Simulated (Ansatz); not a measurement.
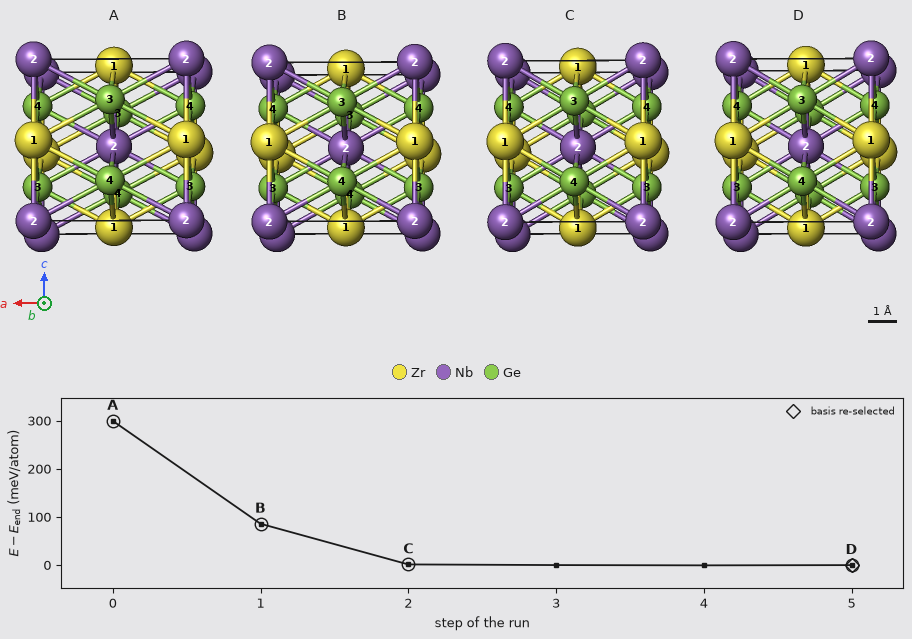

Frames of a relaxation of a crystal of ZrNbGe₂ (a generated structure, set up in I4/mmm) (coarse preliminary run), marked on the history of the run. A ball-and-stick model of the conventional cell (2 times the calculation's cell), seen from a free direction. Lengths and directions refer to the drawn axes.

Level of theory: DFT PBE, scalar-relativistic, plane waves, PAW in Ansatz 0.2.0. Settings: plane-wave cutoff 420 eV; k-point mesh 4 × 4 × 4; occupations gaussian; smearing width 0.1 eV; no spin polarisation; cell and atoms relaxed; force threshold 0.04 eV/Å; at most 70 steps.

Q: What happens along the run?

A: After 4 accepted moves (5 points after the start) the energy has fallen by 300 meV per atom. All forces vanish by symmetry, so only the cell relaxes. The pressure goes from −15.26 to −0.07 GPa. At 1 point the geometry stayed and the basis and grid were re-selected for the new cell (energy shift of 0.5 meV per atom at most each time). No atom moves by more than 0.005 Å relative to the cell. Cell: a = b 5.475 → 4.933 Å (−9.9 %), c 5.802 → 5.857 Å (+0.9 %). Volume −18.1 %. Some distances before and after: Nb2–Ge3 3.098 → 2.868 Å, Zr1–Ge3 3.098 → 2.868 Å, Zr1–Nb2 2.901 → 2.928 Å. The space group stays I4/mmm (No. 139). Cost: 34 s on 1 thread of Intel(R) Xeon(R) Processor @ 2.50GHz (Skylake/Cascade Lake) (shared host), peak memory 0.43 GiB. From step 0 to 1: volume −11.0 %, energy −214 meV per atom. From step 1 to 2: volume −8.8 %, energy −84.6 meV per atom. From step 2 to 5: volume +0.9 %, energy −1.4 meV per atom.

| step | E − E(0), meV/atom | pressure, GPa | volume, Å³/atom | note |
| --- | --- | --- | --- | --- |
| 0 | 0.00 | -15.26 | 21.740 |  |
| 1 | -213.85 | -8.09 | 19.348 |  |
| 2 | -298.40 | 1.30 | 17.652 |  |
| 3 | -299.74 | -0.47 | 17.861 |  |
| 4 | -300.31 | -0.06 | 17.815 |  |
| 5 | -299.80 | -0.07 | 17.815 | same geometry, new basis |
